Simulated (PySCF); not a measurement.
**C4H4S, SMILES `c1ccsc1`: what the electrons do**

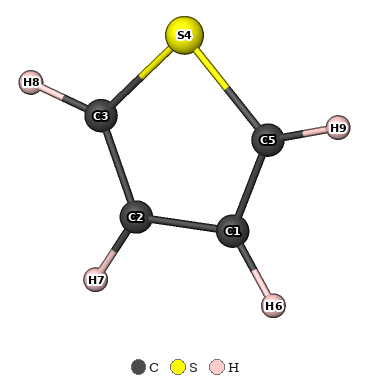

The molecule, with its atoms numbered as below. No frequency check shows the geometry to be a minimum.

Cartesian coordinates (Å):

```
C1       1.2655    0.7073    0.0000
C2       1.2656   -0.7072    0.0000
C3       0.0126   -1.2258    0.0000
S4      -1.1929   -0.0000    0.0000
C5       0.0125    1.2258    0.0000
H6       2.1593    1.3051    0.0000
H7       2.1594   -1.3049    0.0000
H8      -0.2847   -2.2555    0.0000
H9      -0.2849    2.2554    0.0000
```

## 1. Excited states

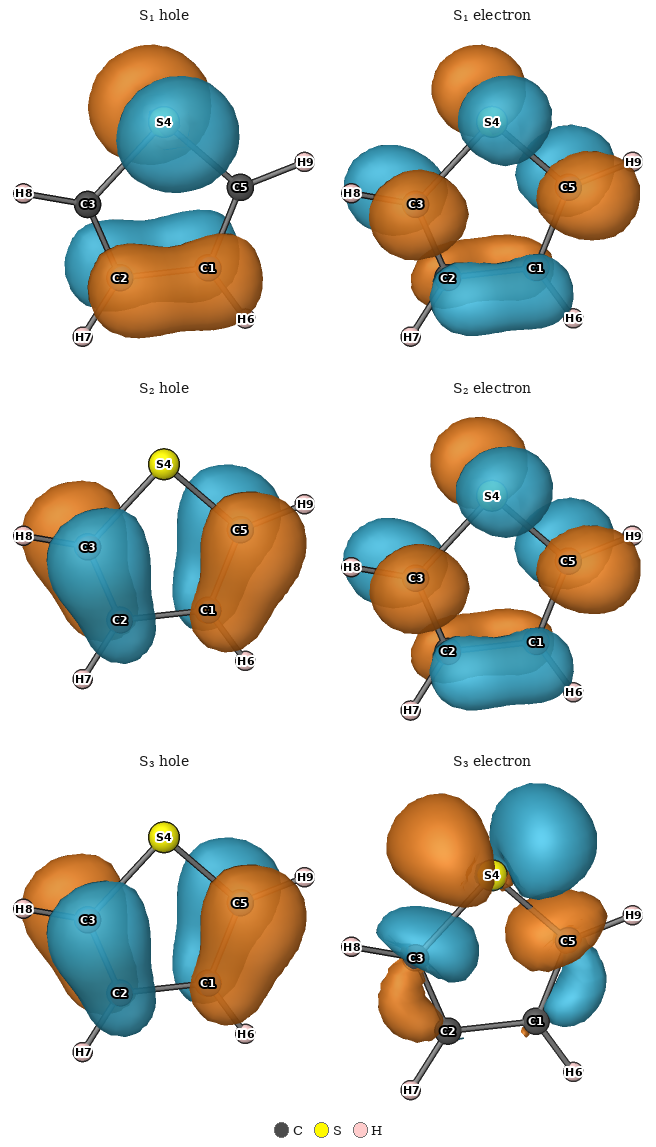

Leading natural transition orbitals (TDA singlet states).

Computed with PySCF, B3LYP/def2-SVP, geometry: GFN2-xTB. Without diffuse functions Rydberg states are missing, so the states' numbers hold for this basis only.

Describe these excited states.

Answer. By state:
- S₁: 6.21 eV (200 nm), f = 0.080; the leading pair carries 76 %; hole on S4 (37 %), C1 and C2 (19 % each) and C3 and C5 (10 % each), electron on C3 and C5 (20 % each), S4 (20 %) and C1 and C2 (15 % each) (shares are of the whole state, not of the leading pair alone); their centroids lie 0.1 Å apart.
- S₂: 6.33 eV (196 nm), f = 0.130 (bright); the leading pair carries 90 %; hole on C3 and C5 (28 % each), C1 and C2 (13 % each) and S4 (11 %), electron on S4 (25 %), C3 and C5 (21 % each) and C1 and C2 (12 % each); their centroids lie 0.2 Å apart.
- S₃: 6.72 eV (184 nm), f = 0.000 (very weak), π → σ*; the leading pair carries 100 %; hole on C3 and C5 (29 % each), C1 and C2 (14 % each) and S4 (7 %), electron on S4 (58 %) and C3 and C5 (14 % each); their centroids lie 1.2 Å apart.

## 2. Localised orbitals

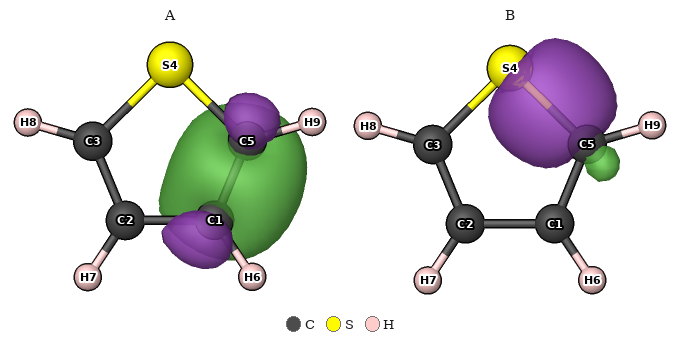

Foster–Boys orbitals, occupied; each surface holds about 80 % of the orbital's density. Energies are diagonal elements of the Fock matrix.

Method: ωB97X/cc-pVTZ; geometry: GFN2-xTB; program: PySCF.

Identify each orbital.

Answer. By panel:
- A: bent (banana) bond C5–C1 (C5 48 %, C1 48 %; −15.5 eV)
- B: σ bond S4–C5 (S4 50 %, C5 49 %; −18.7 eV)

## 3. Stretching a bond

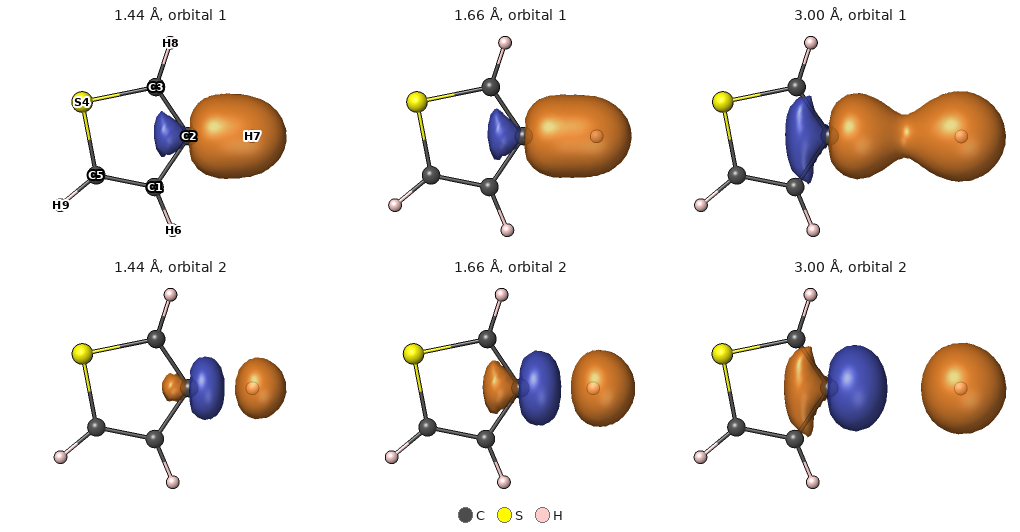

Rigid stretch of the C2–H7 bond. The two CASSCF(2,2) natural orbitals nearest half filling (orbital 1 the more occupied).

PySCF calculation, 6-31G* basis, gas phase; geometry: GFN2-xTB.

How do the occupations change along the stretch?

Answer. 1.44 Å: 1.95 and 0.05; 1.66 Å: 1.91 and 0.09; 3.00 Å: 1.27 and 0.73. At the longest distance computed (3.00 Å) they are 1.27 and 0.73, and the effective number of unpaired electrons is 1.7.

UHF's ⟨S²⟩ passes 1 along the scan (up to 1.38), so it also polarises electrons outside the stretched bond; its energy lowering isn't due to that bond alone.

UHF already breaks spin symmetry near equilibrium here (⟨S²⟩ = 0.15 at 1.07 Å), for reasons apart from this bond.

How much energy does the stretch cost?

Answer. By CASSCF, 4.7 eV from the lowest point of the scan (1.07 Å) to 3.00 Å; RHF gives 8.1 eV from its own lowest point. The fragments aren't relaxed and dynamic correlation is missing, so this isn't a bond dissociation energy.
